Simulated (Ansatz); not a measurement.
# Y-Li random alloys: few random alloy cells with their mixing energies

Aim: a few random alloy cells with their mixing energies, for Y-Li random alloys, run from a script.

Computed with the Python package of Ansatz 0.2.0. Level of theory: DFT LDA, plane waves, PAW.

## (1) The system

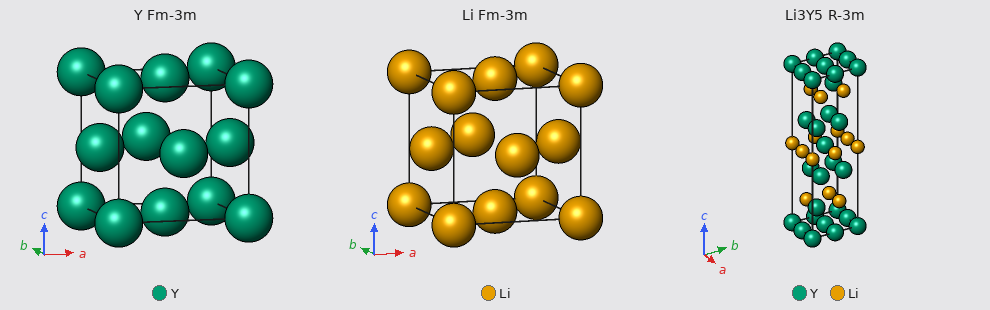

The starting structures, one conventional cell each, each at its own scale.

The script holds or builds the structure itself.

## (2) The code

Contents of y.py:

```python
from collections import Counter
import warnings

import ansatz as az
import numpy as np
from tabulate import tabulate


def fcc(first, a):
    return (
        az.Lattice.fcc(a)
        .space_group(225)
        .atom(first, (0, 0, 0))
        .primitive()
    )

A_FIRST, A_LAST = 5.09, 4.42


def run_phase(name, crystal):
    calc = crystal.calculation()
    calc = calc.functional("LDA").scf(tolerance=1e-10)
    calc = calc.basis(31 * az.Ry).kpoints(spacing=0.15)
    calc = calc.occupations("gaussian", width=0.05).band_table()
    calc = calc.relax(force_tolerance=0.03, cell=True)
    return calc.run()

def relaxed_twice(name, crystal):
    # the second pass draws mesh and plane waves anew for the relaxed cell
    first = run_phase(name, crystal)
    again = az.Crystal(lattice=az.Lattice.of(first.lattice.cell_ang))
    for site in first.report["lattice"]["sites"]:
        again = again.atom(site["symbol"], site["position_frac"])
    return run_phase(name, again)


def volume_per_atom(outcome):
    return abs(np.linalg.det(outcome.lattice.cell_ang)) / len(outcome.lattice.sites)


def counts(outcome):
    return Counter(site.symbol for site in outcome.lattice.sites)

warnings.simplefilter("ignore", az.DeckWarning)

phases = {"Y": fcc("Y", A_FIRST), "Li": fcc("Li", A_LAST)}
for k in [3]:
    a = A_FIRST + (A_LAST - A_FIRST) * k / 8
    supercell = fcc("Y", a).supercell(2).resolved()
    for seed in [86, 48]:
        drawn = supercell.site_disorder().occupy("Y", Y=8 - k, Li=k).random(seed=seed)
        phases[f"Y{8 - k}Li{k} seed {seed}"] = drawn.crystal

done = {name: relaxed_twice(name, crystal) for name, crystal in phases.items()}

# x is the share of the second element on the mixed sites; both end members stand on this same lattice
x = {name: counts(o)["Li"] / (counts(o)["Y"] + counts(o)["Li"]) for name, o in done.items()}
first, last = min(x, key=x.get), max(x, key=x.get)
energy = {name: o.report["energy_sigma0_ev"] / len(o.lattice.sites) for name, o in done.items()}
volume = {name: volume_per_atom(o) for name, o in done.items()}
rows = []
for name in sorted(done, key=x.get):
    line = lambda table: (1 - x[name]) * table[first] + x[name] * table[last]
    rows.append((name, x[name], 1000 * (energy[name] - line(energy)), volume[name], 100 * (volume[name] / line(volume) - 1)))
print(tabulate(rows, headers=["cell", "x(Li)", "E_mix (meV/atom)", "V (A^3/atom)", "excess V (%)"], floatfmt=".4f", tablefmt="github"))
```

## (3) The input behind the calls

The engine receives this input (first run):

```yaml
crystal:
  lattice:
    bravais: fcc
    a: 5.09
  space_group: 225
  atoms:
    - { symbol: "Y", position: [0.0, 0.0, 0.0] }
  reduce_to_primitive: true
basis:
  ecutwfc: 421.77648681281397
kpoints:
  mp_grid:
    kspacing: 0.15
hamiltonian:
  xc: lda
scf:
  convergence:
    dr2_threshold: 1.0e-10
  occupations:
    method: gaussian
    width: 0.05
relax:
  f_tol: 0.03
  cell: {}
output:
  eigenvalues: true
```

## (4) Launch

Launch:

```sh
$ python y.py
```

Log:

```text
| cell          |   x(Li) |   E_mix (meV/atom) |   V (A^3/atom) |   excess V (%) |
|---------------|---------|--------------------|----------------|----------------|
| Y             |  0.0000 |             0.0000 |        29.3929 |         0.0000 |
| Y5Li3 seed 86 |  0.3750 |           189.5179 |        26.2385 |         2.9851 |
| Y5Li3 seed 48 |  0.3750 |           189.5179 |        26.2385 |         2.9851 |
| Li            |  1.0000 |             0.0000 |        18.9530 |         0.0000 |
```

It took 4 min on 1 thread of Intel Xeon 6975P-C (Granite Rapids), shared host; peak memory 0.8 GiB.

## (5) The runs side by side

One row for each of the 8 runs:

| run | system | space group at the end | energy (eV/atom) | from the elements (meV/atom) | final volume (Å³/atom) | pressure (GPa) | SCF cycles in all | CPU time (s) |
| --- | --- | --- | --- | --- | --- | --- | --- | --- |
| 1 | Y (1 atom) | Fm-3m | -3745.5498 | 0.0 | 29.39 | 0.00 | 24 | 8.3 |
| 2 | Y (1 atom) | Fm-3m | -3745.5498 | 0.0 | 29.39 | 0.00 | 10 | 2.6 |
| 3 | Li (1 atom) | Fm-3m | -201.6400 | 4.2 | 18.99 | -0.02 | 23 | 4 |
| 4 | Li (1 atom) | Fm-3m | -201.6442 | 0.0 | 18.95 | -0.03 | 11 | 2.7 |
| 5 | Li3Y5 (8 atoms) | R-3m | -2416.3957 | 189.5 | 26.24 | -0.03 | 32 | 75 |
| 6 | Li3Y5 (8 atoms) | R-3m | -2416.3957 | 189.5 | 26.24 | -0.03 | 14 | 36 |
| 7 | Li3Y5 (8 atoms) | R-3m | -2416.3957 | 189.5 | 26.24 | -0.03 | 32 | 76 |
| 8 | Li3Y5 (8 atoms) | R-3m | -2416.3957 | 189.5 | 26.24 | -0.03 | 14 | 35 |

Energies are extrapolated to zero smearing width, as in the script. Totals carry meaning only in balanced differences at one level of theory.

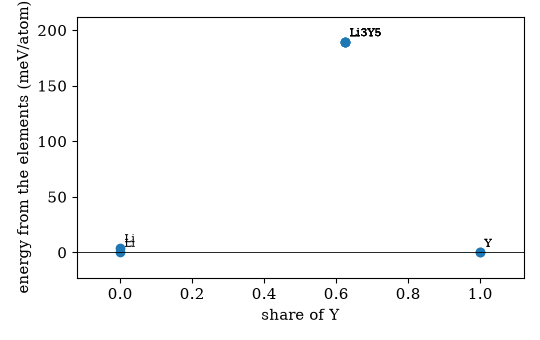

Energy from the elements against composition.

## (6) The relaxation of run 3, step by step

Relaxation path:

| step | energy from step 1 (eV/cell) | largest force component (eV/Å) | pressure (GPa) | volume (Å³) |
| --- | --- | --- | --- | --- |
| 1 | 0.0000 | 0.0000 | -1.55 | 21.59 |
| 2 | -0.0090 | 0.0000 | -0.99 | 20.46 |
| 3 | -0.0138 | 0.0000 | 0.19 | 18.74 |
| 4 | -0.0139 | 0.0000 | -0.02 | 18.99 |
| 5 | -0.0139 | 0.0000 | -0.02 | 18.99 |

Step 1 is the start. Step 5 repeats the geometry before it on a plane-wave basis chosen anew for that cell, so its energy need not be comparable with the rows above.

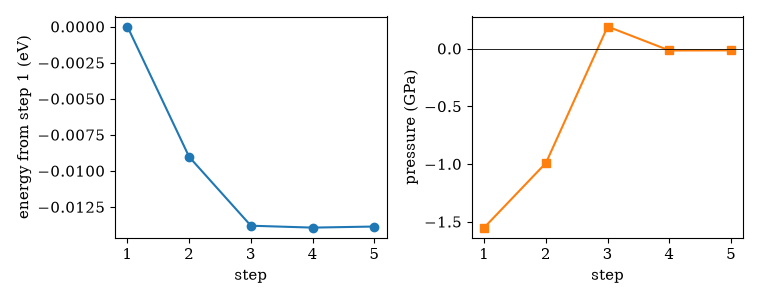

Energy and pressure along the relaxation.

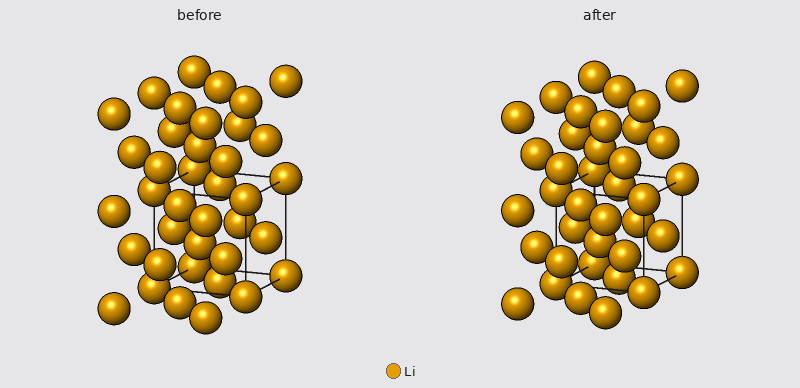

Before and after, at one scale.

Lengths and angles in the start's conventional setting:

|  | before | after | change |
| --- | --- | --- | --- |
| a (Å) | 4.420 | 4.235 | -4.2 % |
| b (Å) | 4.420 | 4.235 | -4.2 % |
| c (Å) | 4.420 | 4.235 | -4.2 % |
| volume (Å³/atom) | 21.59 | 18.99 | -12.0 % |
| shortest distance (Å) | 3.125 | 2.995 | -4.2 % |
| space group (0.01 Å) | Fm-3m | Fm-3m | same |

The run keeps the 48 symmetry operations of the start, so it could not have lowered the symmetry.

## (7) The relaxation of run 6, step by step

The steps of the relaxation:

| step | E - E(step 1) (eV/cell) | largest force component (eV/Å) | pressure (GPa) | volume (Å³) |
| --- | --- | --- | --- | --- |
| 1 | 0.0000 | 0.0000 | -0.03 | 209.91 |
| 2 | 0.0000 | 0.0000 | -0.03 | 209.91 |

Step 1 is the start. Step 2 repeats the geometry before it on a plane-wave basis chosen anew for that cell, so its energy need not be comparable with the rows above.

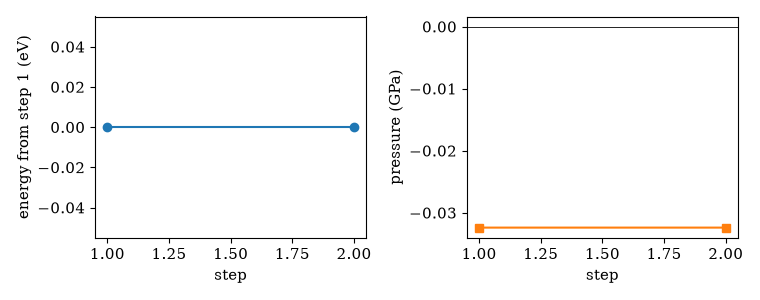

Energy and pressure along the relaxation.

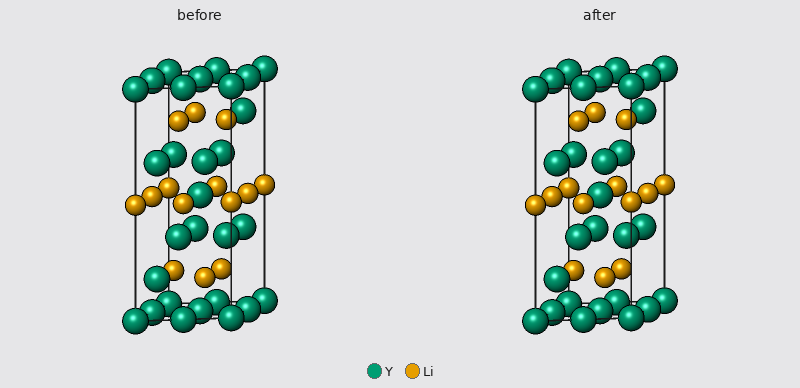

The structure before (left) and after (right) the relaxation, drawn at the same scale. The change is too small to see at this scale.

Lengths and angles in the start's conventional setting:

|  | before | after | change |
| --- | --- | --- | --- |
| a (Å) | 6.690 | 6.690 | 0.0 % |
| b (Å) | 6.690 | 6.690 | 0.0 % |
| c (Å) | 16.245 | 16.245 | 0.0 % |
| volume (Å³/atom) | 26.24 | 26.24 | 0.0 % |
| shortest distance (Å) | 3.326 | 3.326 | 0.0 % |
| space group (0.01 Å) | R-3m | R-3m | same |

The run keeps the 12 symmetry operations of the start, so it could not have lowered the symmetry.

## (8) Results

```
                                 quantity         value
                            runs compared             8
energy of Li3Y5 (run 5) from the elements  190 meV/atom
energy of Li3Y5 (run 6) from the elements  190 meV/atom
energy of Li3Y5 (run 7) from the elements  190 meV/atom
energy of Li3Y5 (run 8) from the elements  190 meV/atom
```

What this shows: Some draws give the same energy: they are one arrangement up to symmetry, not independent samples. No cell tried lies below the elements: the best, Li3Y5, is 190 meV/atom above them. Temperature and entropy of mixing are left out. In CPU time, run 7 cost about 30 times as much as run 2. In run 3, over 3 moves the cell shrank by 12.0 % in volume, and the space group stayed Fm-3m. Run 6: The relaxation took 0 moves; the largest shift is 0.000 Å. The start was already close to the minimum. Cells of eight mixed sites are far from the random limit, and both end members stand on the same lattice, which need not be their own. Differences under about 40 meV an atom lie within the error of mesh and functional. The cells are prototypes set up for this calculation and needn't exist.
